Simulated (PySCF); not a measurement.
SMILES [Si](O)(O)(/C=C/[Si](C)(C)O)O (C₄H₁₂O₄Si₂) at its GFN2-xTB optimised geometry (Å):

```
22

Si    -0.6040     1.5885    -0.2146
O     -0.6370     2.2081    -1.7218
O     -2.1224     1.6480     0.3731
O      0.3543     2.5574     0.6794
C      0.0542    -0.1791    -0.1942
C     -0.6806    -1.2737     0.0000
Si    -0.0041    -3.0398     0.0000
C     -0.4481    -3.9622    -1.6001
C     -0.6893    -3.9449     1.5338
O      1.6346    -3.0398     0.0000
H     -1.3291     1.9307    -2.3139
H     -2.2530     1.5718     1.3129
H      1.0469     3.0398     0.2389
H      1.1162    -0.3159    -0.3670
H     -1.7432    -1.1395     0.1649
H     -0.0431    -3.4518    -2.4677
H     -1.5233    -4.0340    -1.7278
H     -0.0456    -4.9699    -1.5928
H     -0.4489    -3.4174     2.4531
H     -1.7690    -4.0409     1.4885
H     -0.2760    -4.9461     1.6129
H      2.1224    -2.5968     0.6888
```

Calculation: PBE0/def2-SVP (PySCF). Cells within 0.4 Å of a nucleus heavier than hydrogen are left out (blank, or x).

Map of the log10 of the electron density (e/bohr³), floored at −4 on the plane z = 0.0 Å:

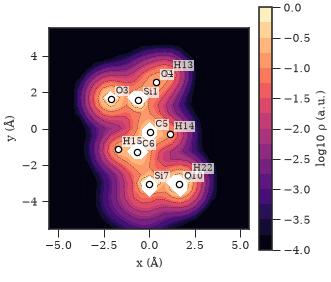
Fig. 1. Log10 of the electron density (e/bohr³), floored at −4 on the plane z = 0.0 Å.
